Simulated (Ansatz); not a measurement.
A series of calculations on TiN3H8SCl

Part 1: Relaxation

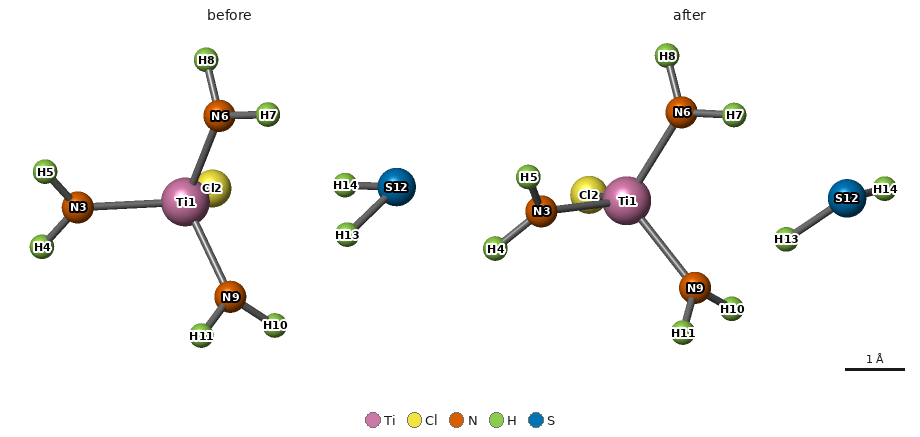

The structure of TiN3H8SCl before (left) and after (right) a relaxation, at one scale.

Style: ball-and-stick. Shown face on.

The run prepares an end point of a later path (reaction) calculation, from a guessed geometry.

The calculation used Ansatz 0.2.0, RKS PBE/def2-SVP.

Input
```yaml
crystal:
  periodic: [false, false, false]
  atoms:
    - { symbol: Ti, position_ang: [0.082292, -0.027419, 0.012457] }
    - { symbol: Cl, position_ang: [0.286401, -0.136361, 2.3461] }
    - { symbol: "N", position_ang: [1.740595, -0.001893, -0.854441] }
    - { symbol: H, position_ang: [2.463833, -0.710419, -0.651865] }
    - { symbol: H, position_ang: [2.105017, 0.709085, -1.501292] }
    - { symbol: "N", position_ang: [-0.751295, 1.541931, -0.559401] }
    - { symbol: H, position_ang: [-1.715811, 1.618092, -0.906349] }
    - { symbol: H, position_ang: [-0.442726, 2.453576, -0.193069] }
    - { symbol: "N", position_ang: [-0.83647, -1.56747, -0.608445] }
    - { symbol: H, position_ang: [-1.424488, -2.149454, 0.007155] }
    - { symbol: H, position_ang: [-0.539162, -2.117154, -1.425333] }
    - { symbol: S, position_ang: [-3.37334, 0.090081, 1.049648] }
    - { symbol: H, position_ang: [-2.768449, -0.581575, 0.020346] }
    - { symbol: H, position_ang: [-2.226997, 0.006181, 1.825588] }
basis:
  gaussian: { orbitals: def2-SVP }
hamiltonian:
  xc: pbe
relax:
  f_tol: 0.03
  max_steps: 50
```

Run as
```bash
ansatz run input.yaml --threads 4 --pin off --max-ram 5120MiB --backend cpu --events-out ev --progress --plain --runs-dir out
```

### Describe what moved and what it gained.

H14 moves most after the best rigid fit: 2.04 Å. By element the largest moves are H 2.04 Å, S 1.66 Å, Cl 1.44 Å, N 0.81 Å, Ti 0.49 Å. Among the contacts that change: Ti1–H14 2.936 → 4.479 Å, Ti1–H13 2.904 → 3.136 Å, Ti1–Cl2 2.345 → 2.245 Å, S12–H14 1.387 → 1.362 Å. Among the angles between lasting bonds that change: N6–Ti1–N9 111.5° → 105.6°, Ti1–N6–H8 120.1° → 124.9°, Cl2–Ti1–N9 109.3° → 112.3°. Over 21 accepted moves (23 points after the start) the energy falls by 0.254 eV. Largest force component: 0.76 eV/Å at the start, 0.021 eV/Å at the end. The line search rejected the trial steps at points 3, 16 of the run.

Part 2: Relaxation

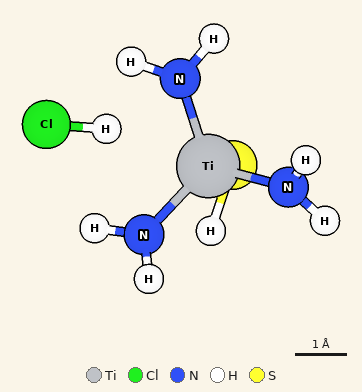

TiN3H8SCl, before the relaxation. The picture is a ball-and-stick view, seen from a free direction.

The run prepares an end point of a later path (reaction) calculation, from a guessed geometry.

Method: RKS PBE/def2-SVP in Ansatz 0.2.0.

The input:
```yaml
crystal:
  periodic: [false, false, false]
  atoms:
    - { symbol: Ti, position_ang: [-0.602495, 0.259247, -0.365544] }
    - { symbol: Cl, position_ang: [0.316568, -2.058598, 2.198892] }
    - { symbol: "N", position_ang: [1.145602, 0.569632, 0.231475] }
    - { symbol: H, position_ang: [1.801247, -0.121173, 0.611559] }
    - { symbol: H, position_ang: [1.50429, 1.522667, 0.37073] }
    - { symbol: "N", position_ang: [-0.930363, 1.387741, -1.828312] }
    - { symbol: H, position_ang: [-1.857416, 1.718845, -2.118046] }
    - { symbol: H, position_ang: [-0.200054, 1.897509, -2.338936] }
    - { symbol: "N", position_ang: [-0.942812, -1.508442, -0.884374] }
    - { symbol: H, position_ang: [-0.684886, -2.27963, -0.253921] }
    - { symbol: H, position_ang: [-1.3009, -1.868263, -1.774645] }
    - { symbol: S, position_ang: [-2.125277, 0.811909, 1.406915] }
    - { symbol: H, position_ang: [-2.975394, -0.172123, 0.994642] }
    - { symbol: H, position_ang: [-0.54871, -1.032123, 2.310664] }
basis:
  gaussian: { orbitals: def2-SVP }
hamiltonian:
  xc: pbe
relax:
  f_tol: 0.03
  max_steps: 50
```

Launched with:
```bash
ansatz run input.yaml --threads 4 --pin off --max-ram 5120MiB --backend cpu --events-out ev --progress --plain --runs-dir out
```

Q: Predict the outcome.

A: The largest move after the best rigid fit is that of H8, 0.47 Å. Largest moves by element: H 0.47 Å, S 0.35 Å, Cl 0.23 Å, Ti 0.14 Å, N 0.09 Å. Near-neighbour distances that change, for instance: S12–H14 2.589 → 2.064 Å, Ti1–Cl2 3.577 → 3.676 Å, Ti1–H14 2.972 → 2.897 Å, Cl2–H14 1.347 → 1.374 Å. Bond angles that change, for instance: N3–Ti1–S12 108.6° → 100.1°, N3–Ti1–N6 108.2° → 113.9°, Ti1–N3–H4 127.1° → 122.0°. Groups turn about Ti1–N6 by about 30°. After 13 accepted moves (16 points after the start) the energy has fallen by 0.124 eV. The largest force component goes from 0.38 to 0.012 eV/Å. The line search rejected the trial steps at points 2, 5, 15 of the run. The forces were under the threshold at step 11, but the run went on from there.

The structure at the end:

```xyz
14

Ti   -0.5181    0.2735   -0.4764
Cl    0.1109   -2.0451    2.3064
N     1.1973    0.5455    0.2088
H     1.6888   -0.1769    0.7521
H     1.6578    1.4563    0.3274
N    -0.9705    1.4388   -1.8769
H    -1.8854    1.4319   -2.3448
H    -0.4465    2.2687   -2.1781
N    -0.8626   -1.5061   -0.9214
H    -0.5904   -2.2258   -0.2341
H    -1.3319   -1.9253   -1.7309
S    -1.8356    0.6590    1.5170
H    -2.8858   -0.0953    1.0818
H    -0.7285   -0.9721    2.1302
```

After the run, drawn alike:

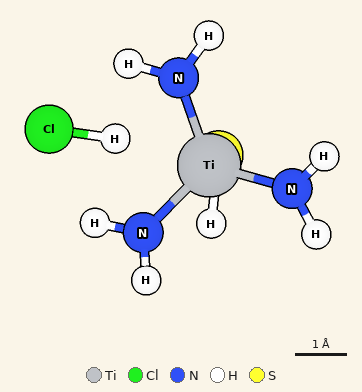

Limits of the set-up: the start holds two separate molecules, 2.6 Å apart at their closest, whose relative position is a soft coordinate and is computed without a dispersion correction.

Part 3: Path

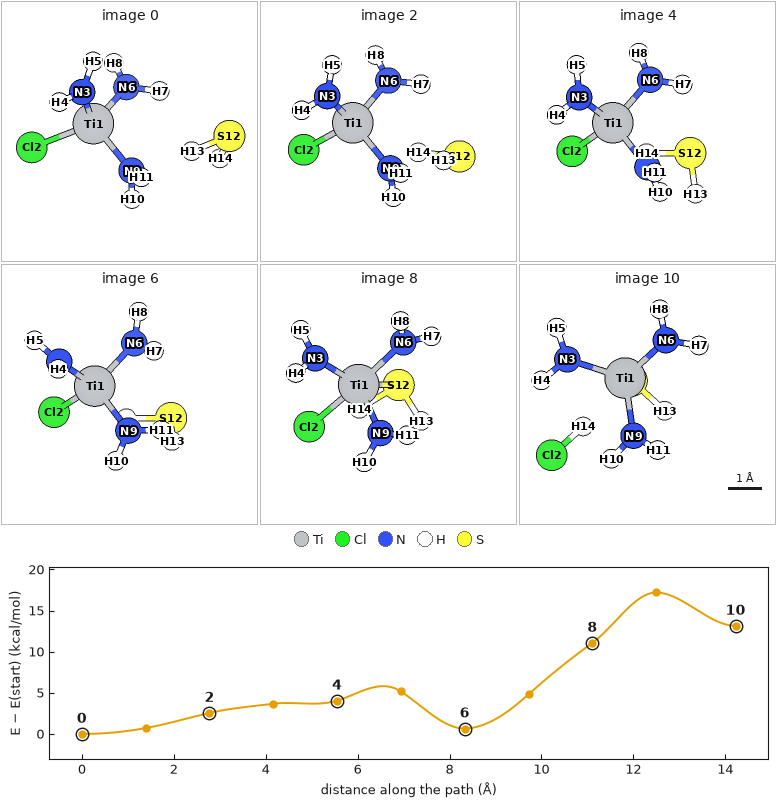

A nudged-elastic-band calculation for TiN3H8SCl. Images are numbered from 0 (start) to 10 (end). The picture is a ball-and-stick view, seen at a tilt.

Method: Ansatz 0.2.0, RKS PBE/def2-SVP. Run with 9 movable images; climbing image; force threshold 0.05 eV/Å; iteration limit 60; starting path through a guess of the saddle point.

Q: Read off the barrier and say what moves.

A: The path has more than one stage, and so few images may leave a stage unresolved. Breaking: S12–H14 (1.36 → 1.72 at the top → 2.06 Å), Ti1–Cl2 (2.24 → 2.85 at the top → 3.68 Å). Forming: Cl2–H14 (5.85 → 1.52 at the top → 1.37 Å), Ti1–S12 (4.27 → 2.56 at the top → 2.42 Å). The energy climbs by 17.2 kcal/mol to image 9 and then falls by 4.1 kcal/mol, so the end point sits at +13.1 kcal/mol. The profile has 2 maxima (images 5, 9) with a dip at image 6 (+0.7 kcal/mol), so the process runs in steps. The band converged in 20 iterations. The largest component of the band force went from 40 to 0.031 eV/Å. The climbing image converged on the top of the path. Its vibrational analysis gives one imaginary mode (144i cm⁻¹), as a transition state must have.

Cost: 15 min on 4 threads of Intel(R) Xeon(R) Processor @ 2.50GHz (Skylake/Cascade Lake) (shared host), peak memory 0.27 GiB.
